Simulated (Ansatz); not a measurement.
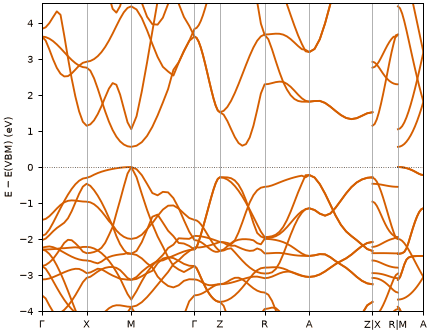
Fig. 1. Band structure from the program Ansatz at the LDA level (PAW)

### Question
Read off the gap and where the band edges lie.

### Answer
About 0.6 eV (0.56 eV by a search for the band edges); maximum at M, minimum at M.

### Question
Which compound is it?
(A) PtS, P4_2/mmc (Pt on 2c, S on 2e)
(B) CuI, P4/nmm (Cu on 2b, I on 2c)
(C) CsSnI3, P4/mbm (Cs on 2d, Sn on 2b, I on 4h, I on 2a)

### Answer
A, PtS, P4_2/mmc (Pt on 2c, S on 2e)

The first step of the workflow began from a Materials Project structure, measured or hypothetical; the Crystallography Open Database files this formula in space group No. 131, but the cells were not matched. Whether it is the stable phase at ambient conditions was not checked. The cell was relaxed with LDA under the symmetry of its start; whether a distortion lowers the energy is not shown. No spin polarisation was allowed. Spin–orbit coupling is left out wherever it is not named.

Potentials: the later of the program's two PAW sets.
